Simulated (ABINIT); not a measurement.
# BaTiO3 (P4mm): Bethe-Salpeter spectra with ABINIT, part 2 of 3

Aim: the absorption spectrum of BaTiO3 (P4mm) with electron-hole interaction, and what each part of the kernel does.

ABINIT 10.8.3; PBE and many-body steps on it, plane waves. Known limits of the many-body steps: not at the basis limit; no spin-orbit coupling; coarse k mesh; bindings not settled in the k mesh.

So far. Step 5 (Excitons): The lowest state lies at 3.307 eV, 0.499 eV under the direct gap. Step 6 (Triplet (no exchange term)): The lowest triplet lies at 3.295 eV; without spin-orbit coupling triplets are dark, so no spectrum is read.

## (7) Beyond Tamm-Dancoff

Level of this step: Bethe-Salpeter equation on PBE with a scissors shift, plane waves, norm-conserving pseudopotentials (ABINIT).

The input, run.abi:

```
acell 3*1.0 Angstrom
rprim 
  3.990480000000 0.000000000000 0.000000000000
  0.000000000000 3.990480000000 0.000000000000
  0.000000000000 0.000000000000 4.023030000000
ntypat 3
znucl 56 22 8
natom 5
typat 1 2 3 3 3
xred 
  0.000000000000 0.000000000000 0.000000000000
  0.500000000000 0.500000000000 0.522000000000
  0.500000000000 0.500000000000 0.979000000000
  0.500000000000 0.000000000000 0.488000000000
  0.000000000000 0.500000000000 0.488000000000
pp_dirpath "pseudos"
pseudos "Ba.upf, Ti.upf, O.upf"
ecut 38
ngkpt 4 4 4
nshiftk 1
shiftk 0 0 0
kptopt 1
chksymbreak 0
istwfk *1
occopt 1
irdwfk 1
optdriver 99
bs_calctype 1
mbpt_sciss 1.584 eV
bs_loband 17
nband 24
bs_exchange_term 1
bs_coulomb_term 11
bs_coupling 1
bs_algorithm 1
bs_freq_mesh 0 8 0.05 eV
zcut 0.15 eV
ecuteps 4
ecutwfn 19
inclvkb 2
irdscr 1
indata_prefix "in"
outdata_prefix "out"
tmpdata_prefix "tmp"
```

Launch:

```
$ OMP_NUM_THREADS=1 mpirun -n 4 abinit run.abi > log
```

Numbers of over 12 decimals in the logs are rounded to 6 here.

Output:

```text
.Version 10.8.3 of ABINIT. v10.8.2 released Aug 2026.

 Symmetries : space group P4 m m (# 99); Bravais tP (primitive tetrag.)
[... echo of the input left out ...]
== DATASET  1 ==================================================================
-   mpi_nproc: 4, omp_nthreads: 1 (-1 if OMP is not activated)

--- !DatasetInfo
iteration_state: {dtset: 1, }
dimensions: {natom: 5, nkpt: 18, mband: 24, nsppol: 1, nspinor: 1, nspden: 1, mpw: 1743, }
cutoff_energies: {ecut:  19.0, pawecutdg:  -1.0, }
electrons: {nelect:   4.00000000E+01, charge:   0.00000000E+00, occopt:   1.00000000E+00, tsmear:   1.00000000E-02, }

 Exciton: Calculation of dielectric properties by solving the Bethe-Salpeter equation
 in frequency domain and reciprocal space on a transitions basis set.
 Based on a program developed by L. Reining, V. Olevano, F. Sottile,
 S. Albrecht, and G. Onida. Incorporated in ABINIT by M. Giantomassi.

.Using double precision arithmetic ; gwpc =  8

[... cell and pseudopotentials left out ...]
--------------------------------------------------------------------------------

 ==== K-mesh for the wavefunctions ====
 Number of points in the irreducible wedge :    18
[... list of points left out ...]
 Together with  8 symmetry operations and time-reversal symmetry
 yields    64 points in the full Brillouin Zone.

 ==== Q-mesh for the screening function ====
 Number of points in the irreducible wedge :    18
[... list of points left out ...]
 Together with  8 symmetry operations and time-reversal symmetry
 yields    64 points in the full Brillouin Zone.

 vcoul_init : cutoff-mode = AUXILIARY_FUNCTION
 q-points for optical limit:   1
     1)      0.000010    0.000020    0.000030
 setmesh: FFT mesh size selected  =    24x   24x   24
[...]
q = (  0.000000  0.000000  1.209964) [r.l.u.]
 q = (  1.200174  0.000000  0.000000) [r.l.u.]
 q = (  0.000000  1.200174  0.000000) [r.l.u.]
 q = (  0.000000  0.000000  1.209964) [r.l.u.]
 Number of electrons calculated from density =   39.9726; Expected =   40.0000
 average of density, n =  0.092462
 r_s =    1.3719
 omega_plasma =   29.3317 [eV]

. Writing resonant excitonic Hamiltonian on file out_BSR; file size=   0.01 [Gb].
. Writing coupling excitonic Hamiltonian on file out_BSC; file size=   0.01 [Gb].
. Direct diagonalization of the full excitonic Hamiltonian, Matrix size= 2048
. Using LAPACK sequential version to solve FHv = ev with H positive definite.
 First excitonic eigenvalue:    3.31 [eV].
 Last  excitonic eigenvalue:   10.06 [eV].

 GW  direct gap       3.81  0.00 [eV]
 EXC direct gap       3.31  0.00 [eV]
 EXC binding energy   0.50  0.00 [eV]

 Excitonic eigenvalues up to the GW energy gap [eV]
*** (  3.31  0.00)
*** (  3.31  0.00)
*** (  3.42  0.00)
[...]
*** (  3.76  0.00)
*** (  3.76  0.00)

 Macroscopic dielectric function:
 omega [eV] <KS_RPA_nlf>  <GW_RPA_nlf>  <BSE>
   0.0000   3.6022   0.0000   2.8737   0.0000   3.1291   0.0000
   0.0500   3.6027   0.0027   2.8739   0.0009   3.1293   0.0014
   0.1000   3.6040   0.0054   2.8743   0.0018   3.1300   0.0029
[...]
0.4000   3.6311   0.0222   2.8832   0.0072   3.1446   0.0118
   0.4500   3.6389   0.0252   2.8858   0.0081   3.1487   0.0133

 Writing KS-RPA macroscopic dielectric function without local fields to file: out_RPA_NLF_MDF
 Writing GW-RPA macroscopic dielectric function without local fields to file: out_GW_NLF_MDF
 Writing EXC Macroscopic dielectric function to file: out_EXC_MDF

== END DATASET(S) ==============================================================
================================================================================

 -outvars: echo values of variables after computation  --------
           etotal      0.0000000000E+00
            nband          24
             nkpt          18
          spgroup          99
 [... the other variables as echoed above ...]

 Calculation completed.
```

Elapsed: 1.8 min, on 4 MPI ranks of Arm Neoverse V1, shared host; peak memory 0.56 GiB; 7.4 min of CPU time.

This step gave:

| Property | Result |
| --- | --- |
| direct gap of the transition levels | 3.806 eV |
| transitions in the window | 1024 |
| lowest state | 3.31 eV |
| binding of the lowest state below the direct gap | 0.4956 eV |
| Coulomb term of one mesh cell | 0.4407 eV |

The binding is 1.1 times the screened Coulomb term of one mesh cell (0.44 eV), so it is not shown settled.

The lowest state lies at 3.310 eV, 0.496 eV under the direct gap.

The ε₂ has structure finer than the step of the table below, so its rows give means over 0.5 eV, whole bins alone (the curve runs from 0 to 7.95 eV). Peaks (eV: height): BSE 4.90: 7.40, 6.85: 4.06; no electron-hole interaction 5.85: 8.70, 7.35: 4.17; Kohn-Sham, no shift 4.30: 8.68, 5.80: 4.13.

Mean over the three Cartesian directions of q; broadening 0.15 eV; transition window only. Limits: finite bands, cutoff and mesh; no spin-orbit coupling; coarse k mesh; exciton not shown settled in the k mesh. The ε₂ by photon energy; means over each step:

| photon energy (eV) | BSE | no electron-hole interaction | Kohn-Sham, no shift |
| --- | --- | --- | --- |
| 0.5 | 0.0150 | 0.00908 | 0.0286 |
| 1.0 | 0.0328 | 0.0192 | 0.0679 |
| 1.5 | 0.0579 | 0.0320 | 0.150 |
| 2.0 | 0.101 | 0.0500 | 0.630 |
| 2.5 | 0.209 | 0.0799 | 1.79 |
| 3.0 | 0.928 | 0.145 | 1.59 |
| 3.5 | 2.54 | 0.471 | 3.17 |
| 4.0 | 2.39 | 1.72 | 6.78 |
| 4.5 | 4.82 | 1.60 | 6.89 |
| 5.0 | 6.38 | 2.74 | 3.18 |
| 5.5 | 4.20 | 6.10 | 2.54 |
| 6.0 | 3.01 | 7.52 | 3.12 |
| 6.5 | 2.34 | 3.56 | 2.48 |
| 7.0 | 2.78 | 2.33 | 1.05 |
| 7.5 | 1.71 | 3.33 | 0.231 |

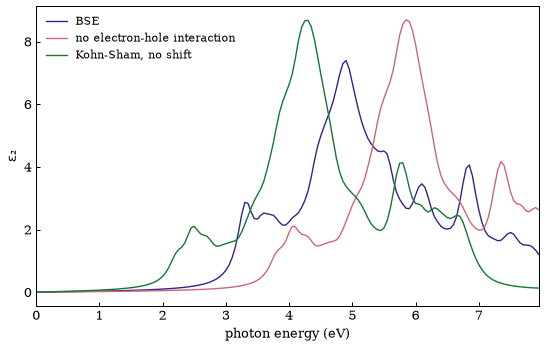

ε₂ against photon energy.

## (8) Model screening

Changes to run.abi since step 7:

```diff
@@ -29,9 +29,9 @@
 mbpt_sciss 1.584 eV
-bs_loband 17
-nband 24
+bs_loband 15
+nband 26
 bs_exchange_term 1
-bs_coulomb_term 11
-bs_coupling 1
-bs_algorithm 1
-bs_freq_mesh 0 8 0.05 eV
+bs_coulomb_term 21
+bs_coupling 0
+bs_algorithm 2
+bs_freq_mesh 0 10 0.1 eV
 zcut 0.15 eV
@@ -40,3 +40,6 @@
 inclvkb 2
-irdscr 1
+mdf_epsinf 5.8
+irdden 1
+bs_haydock_niter 300
+bs_haydock_tol -0.02 0
 indata_prefix "in"
```

Output:

```text
.Version 10.8.3 of ABINIT. v10.8.2 released Aug 2026.

 Symmetries : space group P4 m m (# 99); Bravais tP (primitive tetrag.)
[... echo of the input left out ...]
== DATASET  1 ==================================================================
-   mpi_nproc: 4, omp_nthreads: 1 (-1 if OMP is not activated)

--- !DatasetInfo
iteration_state: {dtset: 1, }
dimensions: {natom: 5, nkpt: 18, mband: 26, nsppol: 1, nspinor: 1, nspden: 1, mpw: 1743, }
cutoff_energies: {ecut:  19.0, pawecutdg:  -1.0, }
[...]
0.1000   4.4685   0.0062   3.5623   0.0021   3.9158   0.0034
   0.2000   4.4746   0.0124   3.5645   0.0043   3.9191   0.0067
[...]
0.8000   4.6051   0.0559   3.6079   0.0178   3.9883   0.0287
   0.9000   4.6449   0.0651   3.6205   0.0203   4.0087   0.0329

== END DATASET(S) ==============================================================
================================================================================

 -outvars: echo values of variables after computation  --------
           etotal      0.0000000000E+00
            nband          26
             nkpt          18
          spgroup          99
 [... the other variables as echoed above ...]

 Calculation completed.
```

Wall time 2.4 min (4 MPI ranks); peak memory 0.56 GiB.

This step gave:

| Item | Value |
| --- | --- |
| direct gap of the transition levels | 3.806 eV |
| transitions in the window | 2304 |
| Coulomb term of one mesh cell | 0.4407 eV |

The ε₂ has structure finer than the step of the table below, so its rows give means over 0.5 eV, whole bins alone (the curve runs from 0 to 10 eV). Peaks (eV: height): BSE 4.90: 8.77, 6.80: 5.53; no electron-hole interaction 5.90: 9.07, 7.40: 5.26; Kohn-Sham, no shift 4.30: 9.11, 5.80: 5.31.

Mean over the three Cartesian directions of q; broadening 0.15 eV; transition window only. Limits: finite bands, cutoff and mesh; no spin-orbit coupling; coarse k mesh; exciton not shown settled in the k mesh. Table of ε₂ by photon energy; means over each step:

| photon energy (eV) | BSE | no electron-hole interaction | Kohn-Sham, no shift |
| --- | --- | --- | --- |
| 0.5 | 0.0174 | 0.0109 | 0.0328 |
| 1.0 | 0.0376 | 0.0230 | 0.0771 |
| 1.5 | 0.0654 | 0.0380 | 0.167 |
| 2.0 | 0.112 | 0.0587 | 0.663 |
| 2.5 | 0.218 | 0.0924 | 1.83 |
| 3.0 | 0.840 | 0.164 | 1.84 |
| 3.5 | 2.53 | 0.512 | 3.85 |
| 4.0 | 2.60 | 1.75 | 7.47 |
| 4.5 | 5.55 | 1.78 | 7.41 |
| 5.0 | 7.65 | 3.35 | 4.13 |
| 5.5 | 5.33 | 6.89 | 3.42 |
| 6.0 | 3.88 | 7.95 | 4.41 |
| 6.5 | 3.27 | 4.52 | 3.31 |
| 7.0 | 3.85 | 3.19 | 2.43 |
| 7.5 | 2.77 | 4.58 | 2.47 |
| 8.0 | 2.20 | 3.39 | 2.38 |
| 8.5 | 2.12 | 2.64 | 1.69 |
| 9.0 | 2.30 | 2.38 | 1.53 |
| 9.5 | 1.59 | 2.51 | 0.747 |

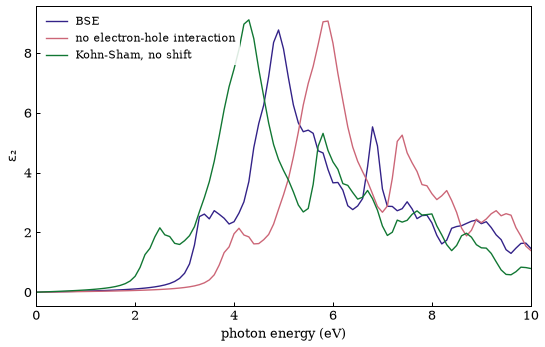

ε₂, plotted against photon energy.

## (9) Empty states on the mesh, 4×4×4 mesh, 37 bands

This step: DFT, PBE, plane waves, norm-conserving pseudopotentials.

Changes to run.abi since step 8:

```diff
@@ -20,26 +20,13 @@
 nshiftk 1
-shiftk 0 0 0
-kptopt 1
+shiftk 0.11 0.21 0.31
+kptopt 3
 chksymbreak 0
+iscf -2
+irdden 1
 istwfk *1
-occopt 1
-irdwfk 1
-optdriver 99
-bs_calctype 1
-mbpt_sciss 1.584 eV
-bs_loband 15
-nband 26
-bs_exchange_term 1
-bs_coulomb_term 21
-bs_coupling 0
-bs_algorithm 2
-bs_freq_mesh 0 10 0.1 eV
-zcut 0.15 eV
-ecuteps 4
-ecutwfn 19
-inclvkb 2
-mdf_epsinf 5.8
-irdden 1
-bs_haydock_niter 300
-bs_haydock_tol -0.02 0
+nband 37
+nbdbuf 4
+tolwfr 1e-09
+nstep 60
+prtvol 0
 indata_prefix "in"
```

Output:

```text
.Version 10.8.3 of ABINIT. v10.8.2 released Aug 2026.

 Symmetries : space group P4 m m (# 99); Bravais tP (primitive tetrag.)
[... echo of the input left out ...]
== DATASET  1 ==================================================================
-   mpi_nproc: 4, omp_nthreads: 1 (-1 if OMP is not activated)

--- !DatasetInfo
iteration_state: {dtset: 1, }
dimensions: {natom: 5, nkpt: 64, mband: 37, nsppol: 1, nspinor: 1, nspden: 1, mpw: 4852, }
cutoff_energies: {ecut:  38.0, pawecutdg:  -1.0, }
[...]
0.20214    0.22327    0.23127    0.23196    0.31796    0.33218    0.33248    0.40144
   0.41245    0.43558    0.44022    0.52403    0.56123    0.56253    0.56354    0.78236
   0.85660    0.85928    0.87501    0.91279    0.96418
 prteigrs : prtvol=0 or 1, do not print more k-points.

== END DATASET(S) ==============================================================
================================================================================

 -outvars: echo values of variables after computation  --------
            nband          37
             nkpt          64
          spgroup          99
 [... the other variables as echoed above ...]

 Calculation completed.
```

Run time: 67 s. Hardware: 4 MPI ranks; peak memory 0.44 GiB.

Numbers from this step:

| Quantity | Value |
| --- | --- |
| gap | 1.975 eV |
| k of the valence top | -0.4725, -0.4475, -0.4225 |
| k of the conduction bottom | 0.0275, 0.0525, 0.0775 |
| least direct gap | 2.340 eV |
| k points computed | 64 |
| lowest point of the top converged band, above the valence top | 13.47 eV |

On this mesh the gap is 1.975 eV.

## (10) Shifted k mesh (4×4×4)

This step: Bethe-Salpeter equation on PBE with a scissors shift, plane waves, norm-conserving pseudopotentials.

Changes to run.abi since step 9:

```diff
@@ -23,10 +23,23 @@
 chksymbreak 0
-iscf -2
+istwfk *1
+occopt 1
+irdwfk 1
+optdriver 99
+bs_calctype 1
+mbpt_sciss 1.584 eV
+bs_loband 12
+nband 27
+bs_exchange_term 1
+bs_coulomb_term 21
+bs_coupling 0
+bs_algorithm 2
+bs_freq_mesh 0 10 0.1 eV
+zcut 0.15 eV
+ecuteps 3
+ecutwfn 19
+inclvkb 2
+mdf_epsinf 5.8
 irdden 1
-istwfk *1
-nband 37
-nbdbuf 4
-tolwfr 1e-09
-nstep 60
-prtvol 0
+bs_haydock_niter 300
+bs_haydock_tol -0.02 0
 indata_prefix "in"
```

Output:

```text
.Version 10.8.3 of ABINIT. v10.8.2 released Aug 2026.

 Symmetries : space group P4 m m (# 99); Bravais tP (primitive tetrag.)
[... echo of the input left out ...]
== DATASET  1 ==================================================================
-   mpi_nproc: 4, omp_nthreads: 1 (-1 if OMP is not activated)

--- !DatasetInfo
iteration_state: {dtset: 1, }
dimensions: {natom: 5, nkpt: 64, mband: 27, nsppol: 1, nspinor: 1, nspden: 1, mpw: 1737, }
cutoff_energies: {ecut:  19.0, pawecutdg:  -1.0, }
[...]
0.1000   4.9087   0.0059   3.9528   0.0022   4.4268   0.0036
   0.2000   4.9146   0.0119   3.9550   0.0043   4.4304   0.0072
[...]
0.8000   5.0386   0.0525   3.9991   0.0181   4.5036   0.0303
   0.9000   5.0760   0.0609   4.0119   0.0205   4.5251   0.0346

== END DATASET(S) ==============================================================
================================================================================

 -outvars: echo values of variables after computation  --------
           etotal      0.0000000000E+00
            nband          27
             nkpt          64
          spgroup          99
 [... the other variables as echoed above ...]

 Calculation completed.
```

It took 6.9 min on 4 MPI ranks; peak memory 1.3 GiB.

Numbers from this step:

```yaml
direct_gap_of_the_transition_levels: 3.924 eV
transitions_in_the_window: 4032
coulomb_term_of_one_mesh_cell: 0.4407 eV
```

The ε₂ has structure finer than the step of the table below, so its rows give means over 0.5 eV, whole bins alone (the curve runs from 0 to 10 eV). Peaks (eV: height): BSE 4.90: 8.58; no electron-hole interaction 5.90: 8.08, 8.50: 4.88; Kohn-Sham, no shift 4.30: 8.09, 6.90: 4.90.

Mean over the three Cartesian directions of q; broadening 0.15 eV; transition window only. Limits: finite bands, cutoff and mesh; no spin-orbit coupling; coarse k mesh; exciton not shown settled in the k mesh. The ε₂ by photon energy; means over each step:

| photon energy (eV) | BSE | no electron-hole interaction | Kohn-Sham, no shift |
| --- | --- | --- | --- |
| 0.5 | 0.0184 | 0.0111 | 0.0312 |
| 1.0 | 0.0395 | 0.0232 | 0.0712 |
| 1.5 | 0.0676 | 0.0380 | 0.142 |
| 2.0 | 0.112 | 0.0579 | 0.411 |
| 2.5 | 0.201 | 0.0883 | 1.47 |
| 3.0 | 0.557 | 0.145 | 2.03 |
| 3.5 | 2.23 | 0.334 | 4.34 |
| 4.0 | 3.16 | 1.29 | 7.44 |
| 4.5 | 6.60 | 1.94 | 6.90 |
| 5.0 | 7.75 | 3.79 | 4.30 |
| 5.5 | 5.28 | 7.07 | 3.57 |
| 6.0 | 4.76 | 7.34 | 3.66 |
| 6.5 | 4.34 | 4.59 | 3.92 |
| 7.0 | 4.32 | 3.58 | 4.43 |
| 7.5 | 4.28 | 3.69 | 3.90 |
| 8.0 | 3.83 | 3.76 | 3.75 |
| 8.5 | 2.83 | 4.55 | 3.96 |
| 9.0 | 2.96 | 3.90 | 3.15 |
| 9.5 | 2.88 | 3.73 | 2.18 |

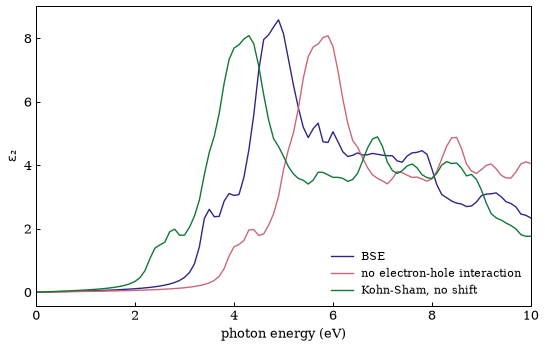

ε₂ against photon energy.

## (11) Empty states on the mesh, 6×6×6 mesh, 37 bands

This step: DFT, PBE, plane waves, norm-conserving pseudopotentials.

Changes to run.abi since step 10:

```diff
@@ -18,3 +18,3 @@
 ecut 38
-ngkpt 4 4 4
+ngkpt 6 6 6
 nshiftk 1
@@ -23,23 +23,10 @@
 chksymbreak 0
+iscf -2
+irdden 1
 istwfk *1
-occopt 1
-irdwfk 1
-optdriver 99
-bs_calctype 1
-mbpt_sciss 1.584 eV
-bs_loband 12
-nband 27
-bs_exchange_term 1
-bs_coulomb_term 21
-bs_coupling 0
-bs_algorithm 2
-bs_freq_mesh 0 10 0.1 eV
-zcut 0.15 eV
-ecuteps 3
-ecutwfn 19
-inclvkb 2
-mdf_epsinf 5.8
-irdden 1
-bs_haydock_niter 300
-bs_haydock_tol -0.02 0
+nband 37
+nbdbuf 4
+tolwfr 1e-09
+nstep 60
+prtvol 0
 indata_prefix "in"
```

Output:

```text
.Version 10.8.3 of ABINIT. v10.8.2 released Aug 2026.

 Symmetries : space group P4 m m (# 99); Bravais tP (primitive tetrag.)
[... echo of the input left out ...]
== DATASET  1 ==================================================================
-   mpi_nproc: 4, omp_nthreads: 1 (-1 if OMP is not activated)

--- !DatasetInfo
iteration_state: {dtset: 1, }
dimensions: {natom: 5, nkpt: 216, mband: 37, nsppol: 1, nspinor: 1, nspden: 1, mpw: 4861, }
cutoff_energies: {ecut:  38.0, pawecutdg:  -1.0, }
[...]
0.20262    0.22691    0.23244    0.23284    0.31630    0.33011    0.33028    0.39979
   0.40877    0.43192    0.43653    0.51977    0.56070    0.56117    0.56144    0.78341
   0.85833    0.85940    0.87046    0.92033    0.97135
 prteigrs : prtvol=0 or 1, do not print more k-points.

== END DATASET(S) ==============================================================
================================================================================

 -outvars: echo values of variables after computation  --------
            nband          37
             nkpt         216
          spgroup          99
 [... the other variables as echoed above ...]

 Calculation completed.
```

It took 3.8 min on 4 MPI ranks; peak memory 0.85 GiB; 15 min of CPU time.

This step gave:

```
gap                                                           : 1.908 eV
k of the valence top                                          : -0.4817, -0.465, -0.4483
k of the conduction bottom                                    : 0.0183, 0.035, 0.0517
least direct gap                                              : 2.271 eV
k points computed                                             : 216
lowest point of the top converged band, above the valence top : 13.41 eV
```

On this mesh the gap is 1.908 eV.

## (12) Denser, shifted k mesh (6×6×6)

This step: Bethe-Salpeter equation on PBE with a scissors shift, plane waves, norm-conserving pseudopotentials.

Changes to run.abi since step 11:

```diff
@@ -23,10 +23,23 @@
 chksymbreak 0
-iscf -2
+istwfk *1
+occopt 1
+irdwfk 1
+optdriver 99
+bs_calctype 1
+mbpt_sciss 1.584 eV
+bs_loband 16
+nband 26
+bs_exchange_term 1
+bs_coulomb_term 21
+bs_coupling 0
+bs_algorithm 2
+bs_freq_mesh 0 10 0.1 eV
+zcut 0.15 eV
+ecuteps 3
+ecutwfn 19
+inclvkb 2
+mdf_epsinf 5.8
 irdden 1
-istwfk *1
-nband 37
-nbdbuf 4
-tolwfr 1e-09
-nstep 60
-prtvol 0
+bs_haydock_niter 300
+bs_haydock_tol -0.02 0
 indata_prefix "in"
```

Output:

```text
.Version 10.8.3 of ABINIT. v10.8.2 released Aug 2026.

 Symmetries : space group P4 m m (# 99); Bravais tP (primitive tetrag.)
[... echo of the input left out ...]
== DATASET  1 ==================================================================
-   mpi_nproc: 4, omp_nthreads: 1 (-1 if OMP is not activated)

--- !DatasetInfo
iteration_state: {dtset: 1, }
dimensions: {natom: 5, nkpt: 216, mband: 26, nsppol: 1, nspinor: 1, nspden: 1, mpw: 1746, }
cutoff_energies: {ecut:  19.0, pawecutdg:  -1.0, }
[...]
0.1000   4.0649   0.0053   3.2602   0.0019   3.5774   0.0030
   0.2000   4.0702   0.0107   3.2621   0.0038   3.5804   0.0059
[...]
0.8000   4.1816   0.0472   3.3007   0.0158   3.6413   0.0252
   0.9000   4.2152   0.0547   3.3119   0.0180   3.6592   0.0288

== END DATASET(S) ==============================================================
================================================================================

 -outvars: echo values of variables after computation  --------
           etotal      0.0000000000E+00
            nband          26
             nkpt         216
          spgroup          99
 [... the other variables as echoed above ...]

 Calculation completed.
```

Run time: 18 min. Hardware: 4 MPI ranks; peak memory 2.8 GiB.

Numbers from this step:

```yaml
direct_gap_of_the_transition_levels: 3.855 eV
transitions_in_the_window: 6480
coulomb_term_of_one_mesh_cell: 0.2938 eV
```

(Continued in part 3 of 3.)

[Paths, hosts, dates, memory and timing lines, banners, echoed tables and standing remarks are left out of the program output.]

[Logs are printed without paths, hosts, clocks, repeated set-up lines and the standing remarks that a program may print on its own settings, such as how far it seeks lower states.]

[Runs of the session that timed out or met a known fault of the program may be left out.]

[Hosts, paths, dates, database ids (printed as entryN), source tags and the programs' standing remarks are cut or masked in the printed files.]

[G0W0 gaps are taken among the corrected bands and points alone; a level outside them can change the order at an edge.]

[Where Ansatz stands beside ABINIT at settings called matched, ABINIT's density can come from a denser mesh and the files from another edition; pairs whose starting gaps differed by over 0.03 eV were left out, so agreement reads better than it is.]
